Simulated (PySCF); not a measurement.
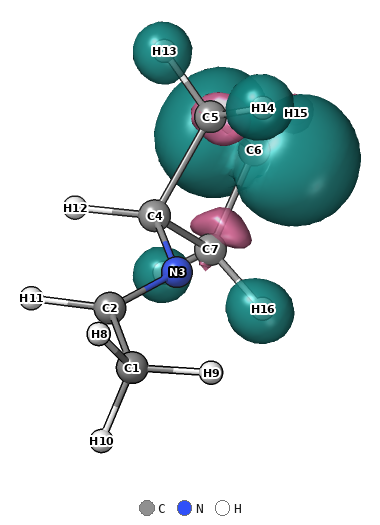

C6H10N (doublet). Isosurfaces of the spin density (α minus β) at +0.03 (teal) and −0.03 e/Å³ (pink), seen at an oblique angle.

Geometry: GFN2-xTB.

The calculation used PySCF, UKS B3LYP, pcH-1 on C H N, non-relativistic, mean-field spin-orbit, GIAO.

| atom | x (Å) | y (Å) | z (Å) |
| --- | --- | --- | --- |
| C | 2.9941 | -0.1881 | -0.2782 |
| C | 1.5701 | -0.5919 | -0.4111 |
| N | 0.6419 | 0.1207 | 0.0396 |
| C | -0.7158 | -0.2742 | -0.0980 |
| C | -1.5279 | -0.1903 | 1.2198 |
| C | -2.4345 | 0.7683 | 0.5487 |
| C | -1.6289 | 0.8295 | -0.6918 |
| H | 3.5463 | -0.9524 | 0.2670 |
| H | 3.0658 | 0.7591 | 0.2475 |
| H | 3.4443 | -0.0933 | -1.2654 |
| H | 1.3875 | -1.5490 | -0.9289 |
| H | -0.8304 | -1.2443 | -0.6098 |
| H | -1.9665 | -1.1316 | 1.5652 |
| H | -0.9403 | 0.2277 | 2.0437 |
| H | -3.3853 | 1.1787 | 0.8181 |
| H | -1.0921 | 1.7708 | -0.8492 |
| H | -2.1354 | 0.5719 | -1.6271 |

Where is the unpaired spin?

Answer. The unpaired spin (1 electron) lies mostly on C6 (about 0.7), in electrons by Hirshfeld's partition.
